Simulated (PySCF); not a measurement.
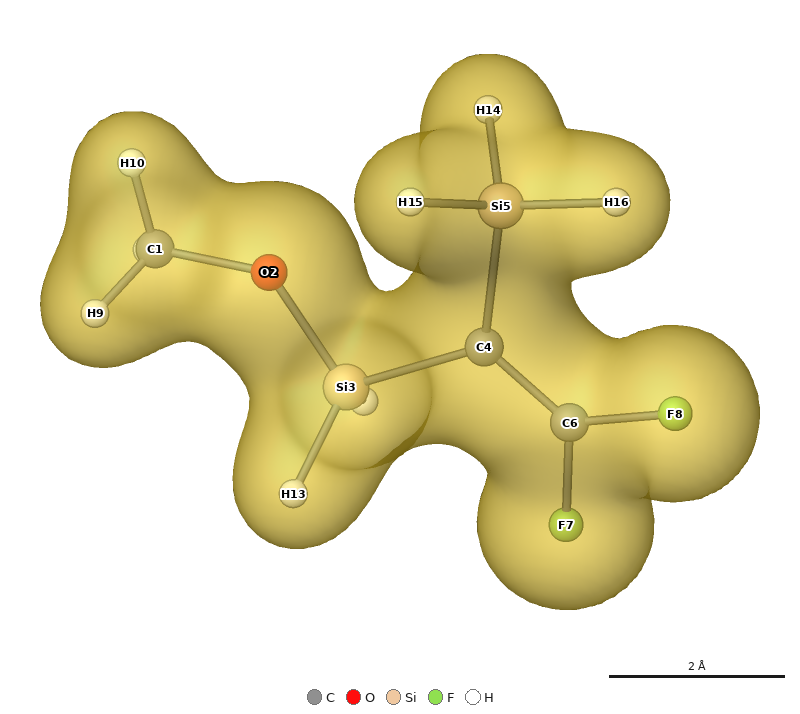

C₃H₈F₂OSi₂ (SMILES CO[SiH2]C([SiH3])=C(F)F). Isosurface of the electron density at 0.2 e/Å³ (yellow), seen at an oblique angle.

Geometry: GFN2-xTB.

The calculation used CAM-B3LYP/def2-SVPD, SCF density, gas phase (PySCF 2.14.0).

```yaml
atoms:
  - { symbol: C, position_ang: [2.7424, 0.3653, -0.0297] }
  - { symbol: O, position_ang: [1.3571, 0.2486, 0.0664] }
  - { symbol: Si, position_ang: [0.5116, -0.7650, 1.0052] }
  - { symbol: C, position_ang: [-1.2270, -0.2555, 0.5105] }
  - { symbol: Si, position_ang: [-1.5634, 1.0947, -0.7691] }
  - { symbol: C, position_ang: [-2.2065, -0.8895, 1.1056] }
  - { symbol: F, position_ang: [-2.0678, -1.8574, 2.0241] }
  - { symbol: F, position_ang: [-3.5177, -0.7050, 0.9211] }
  - { symbol: H, position_ang: [3.1856, -0.5644, -0.3936] }
  - { symbol: H, position_ang: [2.9664, 1.1694, -0.7311] }
  - { symbol: H, position_ang: [3.1819, 0.6004, 0.9422] }
  - { symbol: H, position_ang: [0.7757, -0.5384, 2.4295] }
  - { symbol: H, position_ang: [0.7911, -2.1696, 0.6897] }
  - { symbol: H, position_ang: [-1.0097, 2.3486, -0.2570] }
  - { symbol: H, position_ang: [-0.9199, 0.7028, -2.0236] }
  - { symbol: H, position_ang: [-3.0073, 1.2239, -0.9667] }
```

Q: What does this surface tell about the bonding?

A: At this value the surface is in one piece. It bridges the sampled C–C (1.31 Å), C–F (1.34 Å), C–O (1.39 Å) and Si–O (1.62 Å) contacts, where the density stays above the isovalue. On the grid the lowest density along these lines, outside the cores, is 2.3 e/Å³ (C–C, 1.31 Å), 1.8 e/Å³ (C–F, 1.34 Å), 1.7 e/Å³ (C–O, 1.39 Å) and 0.99 e/Å³ (Si–O, 1.62 Å).
